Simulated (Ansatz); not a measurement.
# Ta (110): surface energy and levels

This session takes Ta and sets out to compute energy, relaxation and work function or band edges of the (110) face.

Computed with Ansatz 0.2.0 (DFT PBE, scalar-relativistic, plane waves, PAW, unless a step's input says otherwise).

1 further run of the same task is left out (set aside as unsound or not needed).

## (1) Starting point

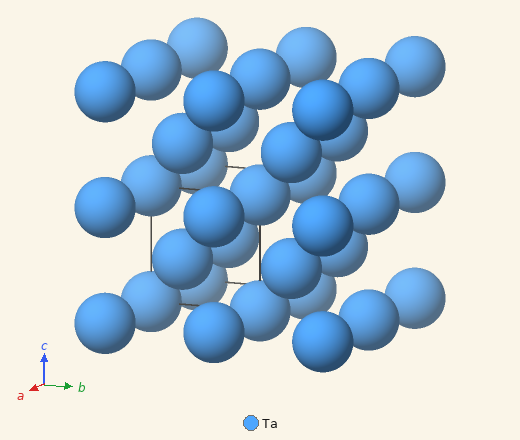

Start, viewed slightly off an axis; tantalum blue. 2×2×2 cells are drawn. Atoms on the faces are drawn again on the opposite ones. The cell drawn here is the conventional one.

As a file:

```
CELL_PARAMETERS angstrom
-1.65939 1.65939 1.65939
1.65939 -1.65939 1.65939
1.65939 1.65939 -1.65939
ATOMIC_POSITIONS crystal
Ta 0.00000 0.00000 0.00000
```

This cell was relaxed beforehand with the same method: volume 18.28 Å³/atom, gap on the mesh none (metal).

The bulk reference comes from a run made before at the same settings: -9932.2507 eV/atom.

## (2) Cutting the (110) slab

Miller indices refer to the conventional cell of the relaxed bulk, Im-3m (No. 229): a = 3.319 Å, b = 3.319 Å, c = 3.319 Å, α = 90.00°, β = 90.00°, γ = 90.00°.

The slab is a (110) slab, 4.7 Å thick as cut, with 15 Å of vacuum; its outer planes are Ta (top) and Ta (bottom).

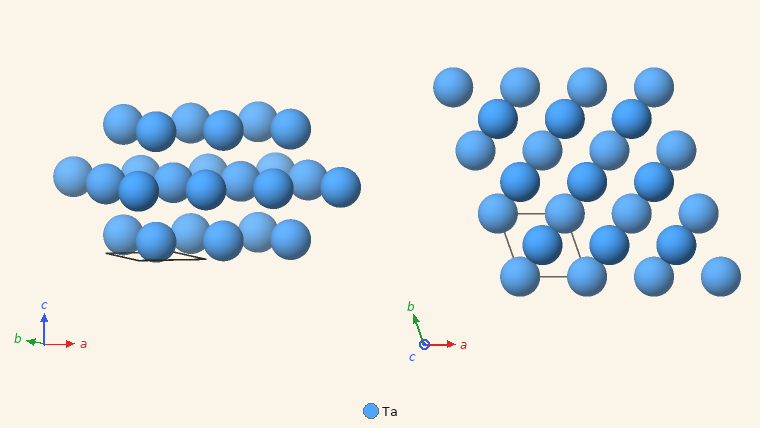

The slab as cut, seen from the side (left, normal up) and from above (right); tantalum blue. 3×3 surface cells are drawn (two deep in side views), with atoms on the cell's edges repeated; the outline under the slab is one cell, and the vacuum is left out.

## (3) Single point on the unrelaxed (110) slab

The cell repeats along c, and a dipole correction in the vacuum removes the field between the copies.

Contents of input.yaml:

```yaml
crystal:
  lattice:
    - [2.8741561407, 0.0, 0.0]
    - [-0.9580520469, 2.7097803963, 0.0]
    - [0.0, 0.0, 19.6934773238]
  atoms:
    - { symbol: Ta, position: [0.5, 0.5, 0.3808367551] }
    - { symbol: Ta, position: [0.0, 0.0, 0.5] }
    - { symbol: Ta, position: [0.5, 0.5, 0.6191632449] }
basis:
  ecutwfc: 420
kpoints:
  mp_grid: { grid: [13, 13, 1] }
hamiltonian:
  xc: pbe
scf:
  occupations: { method: gaussian, width: 0.1 }
output:
  forces: true
  stress: true
  eigenvalues: true
  write_density: true
  write_potential: true
  elf: true
  volumetric_format: npy
efield:
  axis: 3
  dipole_correction: true
```

Launch:

```console
$ ansatz run input.yaml --threads 1 --pin off --max-ram 2560MiB --backend cpu --events-out ev --progress --plain --runs-dir out
```

Standard output (excerpt; [...] marks lines left out):

```text
Warning: RAYON_NUM_THREADS=1 ignored (pool sized by the plan → 1); use --threads N
[...]
Pseudopotentials: kind: paw
Pseudopotential: Ta, paw, valence charge 13, recommended cutoff 420 eV (normal), Ta.paw.azcp
Functional definition: PBE
[...]
Crystal: 3 atoms, lattice volume = 153.379 Å³
Basis set: ecut = 420 eV, 3003 PW (Γ), exchange–correlation on 40×40×270 points (8 copies of the dense FFT grid, shifted against one another)
Bands: 24, of which v1, the nominal top of the filled ones, is band 20 counted from 1 (19 counted from 0)
Symmetry: 4 space group operations
k-points: 49 of 169
[...]
SCF iter   1: F=—  HF=-29794.415131 eV  |F-HF|=—  |Δ(HF+E_count)|=         —  Δρ=3.59e-3  dr2=6.64e-2  ethr=1.77e-3  p=0.000 e·Å  D=1.18e-13 V/Å  ΔV_dip=-0.00 eV  dr2_dipole=5.56e-8  V_vac-E_F(+/−)=4.85/4.85 eV  ⟨swp⟩=6.4  Hψ=5831  notcnv=0
[...]
SCF iter   7: F=-29794.410439 eV  HF=-29794.410439 eV  |F-HF|=3.25e-8  |Δ(HF+E_count)|=   8.07e-8  Δρ=1.70e-6  dr2=4.13e-8  ethr=2.56e-10  p=-0.000 e·Å  D=-7.61e-8 V/Å  ΔV_dip=0.00 eV  dr2_dipole=9.27e-14  V_vac-E_F(+/−)=4.78/4.78 eV  ⟨swp⟩=15.2  Hψ=10142  notcnv=0
[...]
WARN: The output density's exchange-correlation potential varies sharply where the density is thin. Do not read a vacuum level from v_tot or v_xc, or from such a field of the output density. On a cell that repeats whose density bears no net charge and no dipole along the vacuum's axis use [...]
SCF converged after 7 iterations
Free energy (F): -29794.410439 eV
[...]
E sigma→0 (E₀):  -29794.402524 eV
Entropy (-TS):   -0.015830 eV (-5.277 meV/atom)
Fermi energy:    3.735912 eV
Dipole field:    D = -0.000001 V/Å  (p = -0.000000 e·Å, saw-weighted, corrected)
Work function:   Φ+ = 4.7773 eV   Φ− = 4.7773 eV
Levels:          The Fermi level and band energies are counted from a zero that moves with the ramp; work functions are not
[...]
--- Forces (eV/Å), atoms counted from 1 ---
  atom   1  Ta     0.00000000     0.00000000     0.48984350
  atom   2  Ta    -0.00000000    -0.00000000    -0.00000023
  atom   3  Ta     0.00000000     0.00000000    -0.48984280
[...]
--- Stress (GPa, compression-positive) ---
       -4.806860       0.064060      -0.000000
        0.064060      -4.761563       0.000000
        0.000000      -0.000000      -2.401726
  P = ⅓ Tr σ = -3.9900 GPa (-39.900 kbar)
--- Band table (eV; the first three rows and the last of 49) ---
  k-point 0: bands = ["-63.8177", "-63.8128", "-63.5266", "-30.7068", "-30.4572", "-29.9953", "-29.9456", "-29.8634", "-29.7555", "-29.7555", "-29.6319", "-29.5718", "-3.5150", "-1.9057", "-0.8062", "2.3294", "3.0053", "3.2864", "3.4640", "3.8816", "4.0979", "4.6320", "5.0286", "6.9222"]
[...]
```

It took 13 s on 1 thread of Intel Xeon Platinum 8488C (Sapphire Rapids), shared host; peak memory 0.45 GiB.

This gives work function 4.78 eV.

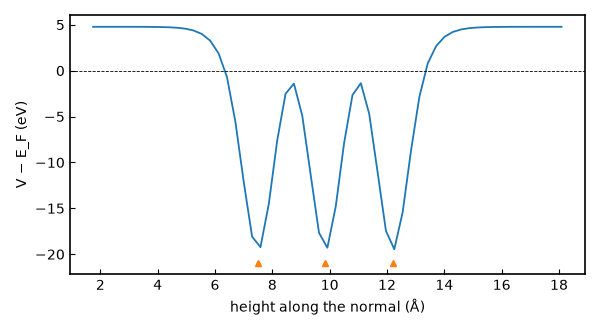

Plane-averaged electrostatic potential energy of an electron across the slab, counted from the Fermi level; triangles mark the atomic planes. The flat parts are the vacuum levels.

Axes a, b and c in the maps are those of this run's conventional cell (a, b, c = 3.319, 4.693, 19.693 Å).

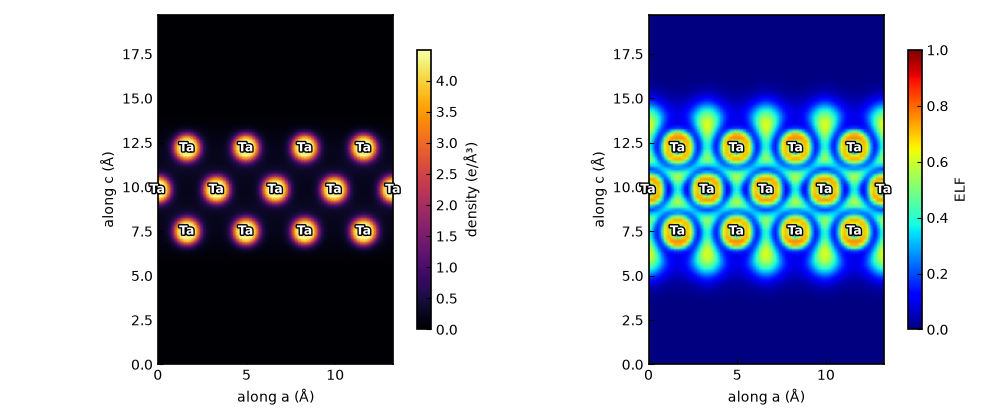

Density (left) and ELF (right) in a lattice plane of the grid's cell (edges 3.32 and 19.69 Å, at 0.000 of the third edge), which holds Ta. Only atoms in the plane are labelled. Both are smooth fields of the valence electrons: close to the nuclei they are not physical.

The highest ELF values outside the cores: 0.62 outside the outer layer, 2.1 Å from Ta; 0.58 between the atoms, 1.9 Å from Ta.

## (4) All atoms of the slab relaxed

input.yaml: that of step 3 with these lines changed.

```diff
@@ -19,3 +19,2 @@
   forces: true
-  stress: true
   eigenvalues: true
@@ -25,2 +24,6 @@
   volumetric_format: npy
+relax:
+  adjacent_minimum: "off"
+  f_tol: 0.02
+  max_steps: 60
 efield:
```

Launch:

```console
$ ansatz run input.yaml --threads 1 --pin off --max-ram 2560MiB --backend cpu --events-out ev --progress --plain --runs-dir out
```

Standard output (excerpt; [...] marks lines left out):

```text
Warning: RAYON_NUM_THREADS=1 ignored (pool sized by the plan → 1); use --threads N
[...]
[... 3 set-up lines as earlier in the session ...]
[...]
Crystal: 3 atoms, lattice volume = 153.379 Å³
Basis set: ecut = 420 eV, 3003 PW (Γ), exchange–correlation on 40×40×270 points (8 copies of the dense FFT grid, shifted against one another)
Bands: 24, of which v1, the nominal top of the filled ones, is band 20 counted from 1 (19 counted from 0)
[... 1 set-up line as earlier in the session ...]
k-points: 49 of 169
[...]
SCF iter   1: F=—  HF=-29794.415131 eV  |F-HF|=—  |Δ(HF+E_count)|=         —  Δρ=3.59e-3  dr2=6.64e-2  ethr=1.77e-3  p=0.000 e·Å  D=1.22e-13 V/Å  ΔV_dip=-0.00 eV  dr2_dipole=5.56e-8  V_vac-E_F(+/−)=4.85/4.85 eV  ⟨swp⟩=6.4  Hψ=5831  notcnv=0
[...]
relax step   1: F+E_penalty+E_count = -29794.41043859 eV  Δ(F+E_penalty+E_count) = +0.000e0 eV  max|allowed force component| = 4.895e-1 eV/Å  Δτ_max = 0.0000 Å  (6 SCF iters, dr2 threshold 1.00e-5 eV, accepted)
[...]
WARN: The output density's exchange-correlation potential varies sharply where the density is thin. Do not read a vacuum level from v_tot or v_xc, or from such a field of the output density. On a cell that repeats whose density bears no net charge and no dipole along the vacuum's axis use [...]
SCF converged after 5 iterations
Free energy (F): -29794.450586 eV
[...]
E sigma→0 (E₀):  -29794.441975 eV
Entropy (-TS):   -0.017221 eV (-5.740 meV/atom)
Fermi energy:    3.716763 eV
Dipole field:    D = 0.000000 V/Å  (p = 0.000000 e·Å, saw-weighted, corrected)
Work function:   Φ+ = 4.7791 eV   Φ− = 4.7791 eV
Levels:          The Fermi level and band energies are counted from a zero that moves with the ramp; work functions are not
[...]
--- Forces (eV/Å), atoms counted from 1 ---
  atom   1  Ta     0.00000000     0.00000000     0.00272851
  atom   2  Ta     0.00000000     0.00000000    -0.00000187
  atom   3  Ta     0.00000000     0.00000000    -0.00272666
[...]
--- Band table (eV; the first three rows and the last of 49) ---
[... band rows left out ...]
[...]
--- Relaxed structure (4 steps of the walk, 3 accepted, 0 SCFs on fresh bases) ---
  F+E_penalty+E_count = -29794.45058612 eV   max|allowed force component| = 2.729e-3 eV/Å
  atoms:
    - { symbol: Ta, position: [0.5, 0.5000000000000001, 0.38476404369247613] }
    - { symbol: Ta, position: [2.07487959605264e-35, -4.738219101658566e-34, 0.5000000060693447] }
    - { symbol: Ta, position: [0.5, 0.5000000000000001, 0.6152359502381791] }
```

It took 51 s on 1 thread of Intel Xeon Platinum 8488C (Sapphire Rapids), shared host; peak memory 0.47 GiB.

The steps of the relaxation:

```csv
step,energy from step 1 (eV/cell),largest force component (eV/Å)
1,0.0000,0.4894
2,0.0675,0.9368
3,-0.0398,0.0531
4,-0.0401,0.0027
```

Step 1 is the start. Step 2 was tried and not accepted.

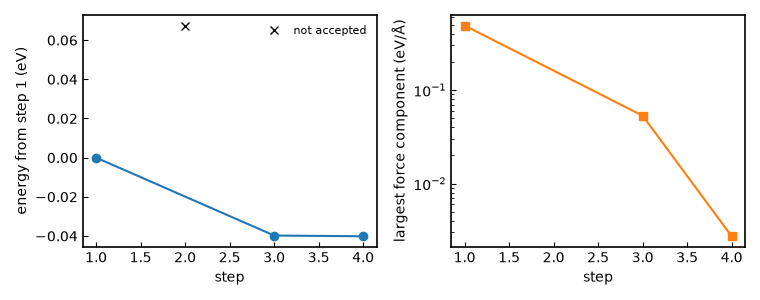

Energy and largest force along the relaxation.

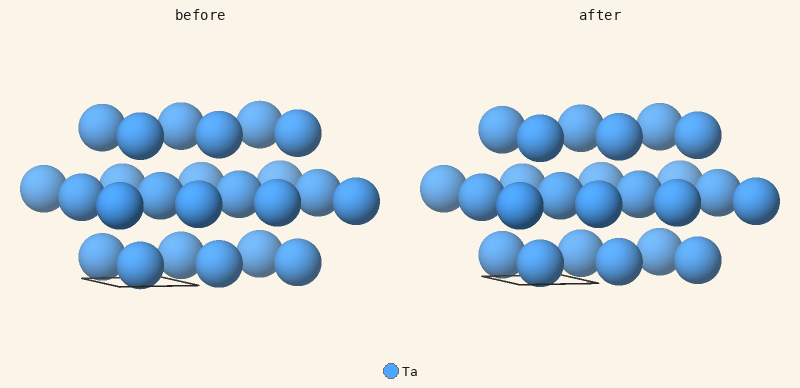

The structure before (left) and after (right) the relaxation, drawn at the same scale. The change is too small to see at this scale.

This gives work function 4.78 eV.

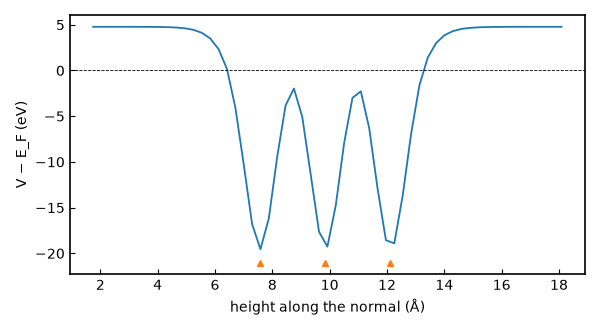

Plane-averaged electrostatic potential energy of an electron across the slab, counted from the Fermi level; triangles mark the atomic planes. The flat parts are the vacuum levels.

Axes a, b and c in the maps are those of this run's conventional cell (a, b, c = 3.319, 4.693, 19.693 Å).

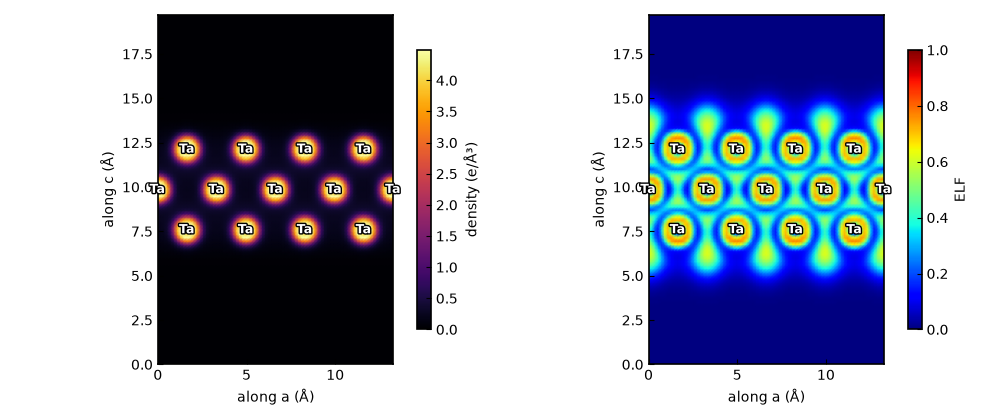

Density (left) and ELF (right) in a lattice plane of the grid's cell (edges 3.32 and 19.69 Å, at 0.000 of the third edge), which holds Ta. Only atoms in the plane are labelled. Both are smooth fields of the valence electrons: close to the nuclei they are not physical.

Maxima of ELF outside the ion cores: 0.62 outside the outer layer, 2.1 Å from Ta; 0.58 between the atoms, 1.8 Å from Ta.

## (5) Surface energy and levels of (110)

γ = (E_slab − N E_bulk) / (2A); here N = 3 and A = 7.79 Å².

|  | as cut | relaxed |
| --- | --- | --- |
| surface energy, mean of both faces | 2.42 J/m² | 2.38 J/m² |
| work function | 4.78 eV | 4.78 eV |
| dipole along +c (e·Å/cell) | 0.000 | 0.000 |

How the layers moved (bottom to top):

| plane | atoms | spacing to the next, as cut (Å) | relaxed (Å) | change (%) | rumpling (Å) |
| --- | --- | --- | --- | --- | --- |
| 1 | Ta | 2.347 | 2.269 | -3.3 | 0.000 |
| 2 | Ta | 2.347 | 2.269 | -3.3 | 0.000 |
| 3 | Ta |  |  |  | 0.000 |

## (6) Results

```
                                 quantity      value
surface energy, (110), cut with Ta on top  2.38 J/m²
 work function, (110), cut with Ta on top    4.78 eV
```

In words: The outermost spacing of (110) contracts by 3.3 %, and relaxation gains 0.041 J/m² a face. Spin-orbit coupling is left out for Ta.
